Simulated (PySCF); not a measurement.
```xyz
10

C    -2.6690   -0.4993    0.3376
N    -1.7530    0.1531    0.5397
Ga    0.1882    0.9136   -0.0970
Cl   -0.4493    1.9040   -1.8060
C     1.1657   -0.8148   -0.3881
N     2.1315    0.0200   -0.5232
H    -3.5315   -1.0911    0.1686
H     0.5230    1.6507    1.1866
H     1.3408   -1.8915   -0.5325
H     3.0625   -0.3398   -0.7609
```

Geometry: GFN2-xTB.

The calculation used PySCF 2.14.0, wB97X-D/def2-SVPD, SCF density, gas phase.

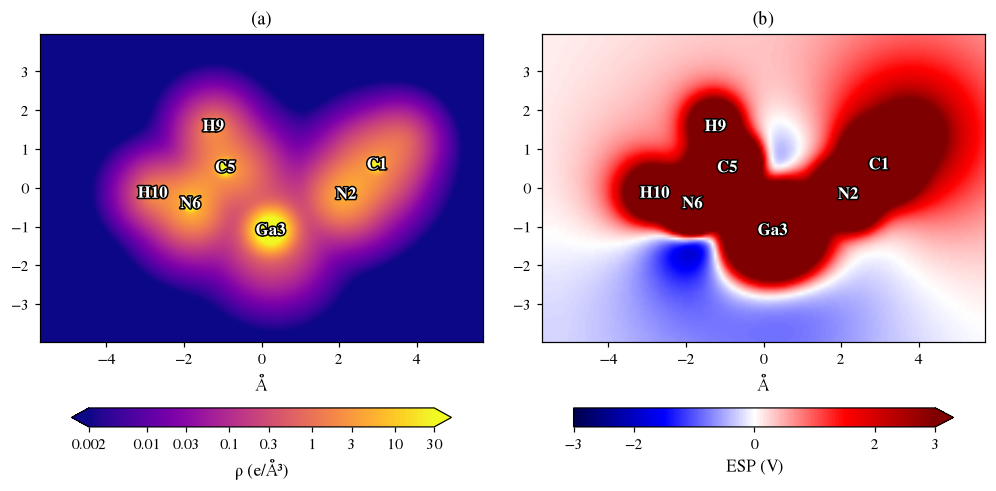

C₂H₄ClGaN₂. (a) electron density; (b) molecular electrostatic potential on the plane of atoms C5, N6 and H10.

**Describe what can be read from this map.**

The plane passes through C, N, Ga and H nuclei.
C–N (1.14 Å): ρ at the midpoint is about 3.6 e/Å³.
C–Ga (2.01 Å): ρ at the midpoint is about 0.66 e/Å³.
Ga–N (2.18 Å): the density is about 0.36 e/Å³ at the midpoint.
N–H (1.03 Å): the density is about 2.8 e/Å³ at the midpoint.
C–N (1.28 Å): ρ at the midpoint is about 2.7 e/Å³.
Outside the dense part of the molecule the potential is most negative (−1.9 V) near N6.
